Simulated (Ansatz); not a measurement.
# Lattice dynamics of CsSrF3 (Pm-3m), part 3 of 3

Aim: the vibrations of CsSrF3 (Pm-3m), their spectra, and whether the structure is stable.

Ansatz 0.2.0; DFT PBEsol, scalar-relativistic, plane waves, PAW; PAW set soft_1.

So far. Step 3 (Relaxing to small forces for the phonons): The forces vanish by symmetry and the pressure is 0.003 GPa, within the tolerances set. The cell now holds 21.26 Å³/atom. Step 4 (Zone-centre response): Before it was imposed, the acoustic sum rule was missed by 0.0012 eV/Å² and the charge sum rule by 2.3e-5 e. Small misses are needed for a sound result but don't prove that mesh and cutoff are converged. The lowest optical mode is real, 22.1 cm⁻¹. The relaxed cell has a = 4.737 Å (conventional setting).

### 5. Phonons on a q mesh (continued)

The phonon density of states has structure finer than the step of the table below, so its rows give means over 25 cm⁻¹, whole bins alone (the curve runs from -67.5 to 442 cm⁻¹). Peaks (cm⁻¹: height): 32.5: 0.130, 347.5: 0.381, 407.5: 0.0465.

Tetrahedra on a 14×14×14 mesh, mean over bins of 5 cm-1. Interpolated from a 2×2×2 q mesh. Phonon density of states against wavenumber; means over each step:

| wavenumber (cm⁻¹) | phonon density of states (1/cm⁻¹/cell) |
| --- | --- |
| -50 | 0.0224 |
| -25 | 0.0157 |
| 0 | 0.0153 |
| 25 | 0.0955 |
| 50 | 0.0736 |
| 75 | 0.0434 |
| 100 | 0.0485 |
| 125 | 0.0575 |
| 150 | 0.0413 |
| 175 | 0.0246 |
| 200 | 0.0305 |
| 225 | 0.00970 |
| 250 | 5.1e-5 |
| 275 | 0 |
| 300 | 0 |
| 325 | 0 |
| 350 | 0.08 |
| 375 | 1.5e-5 |
| 400 | 0.0152 |
| 425 | 0.0244 |

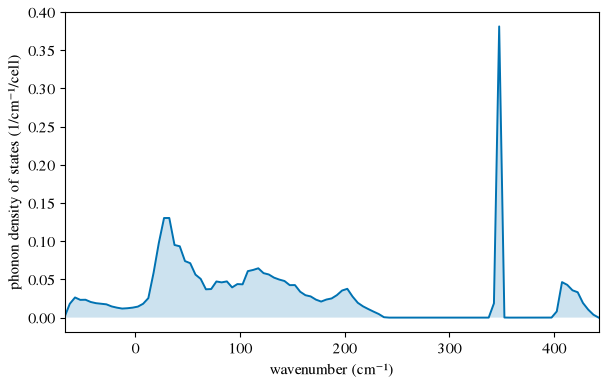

Phonon density of states, plotted against wavenumber.

The partial phonon density of states has structure finer than the step of the table below, so its rows give means over 50 cm⁻¹, whole bins alone (the curve runs from -75.4 to 462 cm⁻¹). Peaks (cm⁻¹: height): Cs 29.4: 0.113; F -48.3: 0.0261, 49.7: 0.0477, 347.1: 0.176, 411.3: 0.0397; Sr 42.9: 0.00876, 113.9: 0.0230, 140.9: 0.0217, 171.3: 0.0191, 184.9: 0.0200, 347.1: 0.0164, 411.3: 0.00329.

Phonopy on the run's constants, 13x13x13 mesh, Gaussian sigma 3.8 cm-1. Interpolated from a 2×2×2 q mesh. Table of partial phonon density of states by wavenumber; means over each step; values in 1/cm⁻¹/cell:

| wavenumber (cm⁻¹) | Cs | F | Sr |
| --- | --- | --- | --- |
| -50 | 7.8e-4 | 0.0169 | 1.4e-5 |
| 0 | 0.0187 | 0.00865 | 3.0e-4 |
| 50 | 0.0368 | 0.0344 | 0.00619 |
| 100 | 0.00208 | 0.0336 | 0.0150 |
| 150 | 0.00119 | 0.0210 | 0.0183 |
| 200 | 4.6e-4 | 0.00930 | 0.0147 |
| 250 | 7.9e-6 | 6.3e-4 | 9.5e-4 |
| 300 | 0 | 0 | 0 |
| 350 | 0 | 0.0366 | 0.00345 |
| 400 | 3.4e-5 | 0.0151 | 9.6e-4 |

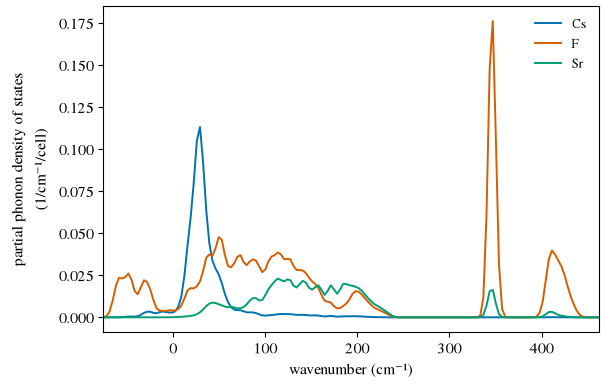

Partial phonon density of states against wavenumber.

Symmetry leaves 4 wavevectors to solve. The lowest mode among them, the acoustic zeros apart, lies at q = (-0.5, -0.5, -0.5) and is imaginary, 66.4i cm⁻¹, so the energy falls along it.

### 6. Another isotope

An isotope changes the mass and not the force constants, so no new electronic calculation is needed; the shifts show which modes move this element.

The same force constants with the mass of Sr changed from 87.620 to 85.909 u (phonopy, no LO-TO term). Both lists are sorted by frequency; levels can cross, so a row need not hold one and the same mode. Modes under 3 cm⁻¹ are left out. Isotope shifts, by row, the first 40 of 55 rows:

| q | rank | natural mass (cm⁻¹) | changed mass (cm⁻¹) |
| --- | --- | --- | --- |
| 0 0 0 | 4 | 22.11 | 22.13 |
| 0 0 0 | 5 | 22.11 | 22.13 |
| 0 0 0 | 6 | 22.11 | 22.13 |
| 0 0 0 | 7 | 53.32 | 53.32 |
| 0 0 0 | 8 | 53.32 | 53.32 |
| 0 0 0 | 9 | 53.32 | 53.32 |
| 0 0 0 | 10 | 119.8 | 120.3 |
| 0 0 0 | 11 | 119.8 | 120.3 |
| 0 0 0 | 12 | 119.8 | 120.3 |
| 0 0 0 | 13 | 345.6 | 346.1 |
| 0 0 0 | 14 | 345.6 | 346.1 |
| 0 0 0 | 15 | 345.6 | 346.1 |
| 0 0 -0.5 | 1 | 25.83 | 25.83 |
| 0 0 -0.5 | 2 | 25.83 | 25.83 |
| 0 0 -0.5 | 3 | 38.57 | 38.71 |
| 0 0 -0.5 | 4 | 38.57 | 38.71 |
| 0 0 -0.5 | 5 | 63.01 | 63.01 |
| 0 0 -0.5 | 6 | 74.34 | 74.34 |
| 0 0 -0.5 | 7 | 86.63 | 86.63 |
| 0 0 -0.5 | 8 | 86.63 | 86.63 |
| 0 0 -0.5 | 9 | 106.2 | 106.7 |
| 0 0 -0.5 | 10 | 106.2 | 106.7 |
| 0 0 -0.5 | 11 | 123.6 | 124 |
| 0 0 -0.5 | 12 | 237.6 | 239 |
| 0 0 -0.5 | 13 | 345.2 | 345.7 |
| 0 0 -0.5 | 14 | 345.2 | 345.7 |
| 0 0 -0.5 | 15 | 400.6 | 400.6 |
| 0 -0.5 -0.5 | 1 | -61.9 | -61.9 |
| 0 -0.5 -0.5 | 4 | 31.93 | 31.93 |
| 0 -0.5 -0.5 | 5 | 80.78 | 81.46 |
| 0 -0.5 -0.5 | 6 | 89.25 | 89.34 |
| 0 -0.5 -0.5 | 7 | 89.25 | 89.34 |
| 0 -0.5 -0.5 | 8 | 90.86 | 90.86 |
| 0 -0.5 -0.5 | 9 | 90.86 | 90.86 |
| 0 -0.5 -0.5 | 10 | 183.6 | 183.6 |
| 0 -0.5 -0.5 | 11 | 193.8 | 195.5 |
| 0 -0.5 -0.5 | 12 | 193.8 | 195.5 |
| 0 -0.5 -0.5 | 13 | 344.7 | 345.2 |
| 0 -0.5 -0.5 | 14 | 349.5 | 349.5 |
| 0 -0.5 -0.5 | 15 | 424.6 | 424.6 |

A mode of this element alone would shift by +0.99 %. The highest zone-centre frequency without the field goes from 345.6 to 346.1 cm⁻¹ (+0.1 %). The product of the frequency ratios over all optical modes at Γ is 1.020; the product rule, (m/m′)^(3k/2) (M′/M)^(3/2) with k = 1 such atoms and M the mass of the cell, gives 1.021.

### 7. Outcome

```
space group after relaxation (within 0.01 Å)            : Pm-3m
volume per atom                                         : 21.3 Å³
gap on the k-mesh                                       : 6.30 eV
highest optical mode at the zone centre (no LO-TO term) : 346 cm⁻¹
top of the zone-centre spectrum with the field          : 409 cm⁻¹
lowest optical zone-centre mode                         : 22.1 cm⁻¹
mean high-frequency dielectric constant                 : 2.29
mean static dielectric constant                         : 76.4
largest Born charge (third of the trace)                : 2.46 e
lowest mode on the q mesh (acoustic modes at Γ apart)   : -66.4 cm⁻¹
highest frequency on the path or at a solved wavevector : 440 cm⁻¹
imaginary modes on the 2×2×2 q mesh                     : yes
```

In words: Modes are clearly imaginary (beyond 10i cm⁻¹) at 2 of the 4 irreducible wavevectors, most at q = (-0.5, -0.5, -0.5) (66.4i cm⁻¹), so this structure is not a minimum of the energy. Without the field, the optical modes at Γ span 22 to 346 cm⁻¹. The highest mode in this list at Γ, 345.6 cm⁻¹, is mostly motion of F (86 % of the kinetic energy). With the macroscopic field of the longitudinal modes the top of the zone-centre spectrum lies at 409 cm⁻¹, against 346 cm⁻¹ without it. Lattice motion raises the mean dielectric constant from 2.288 to 76.37. The strongest infrared line is at 346 cm⁻¹. No mode is Raman active to first order. Spin-orbit coupling is left out, which can matter for the heavy elements here. The PAW files were made for PBE and serve the other functionals too. These are harmonic frequencies at zero temperature: anharmonic shifts, linewidths and thermal expansion are left out.

[Logs are printed without paths, hosts, clocks, repeated set-up lines and the standing remarks that a program may print on its own settings, such as how far it seeks lower states.]

[Hosts, paths, dates, database ids (printed as entryN), source tags and the programs' standing remarks are cut or masked in the printed files.]
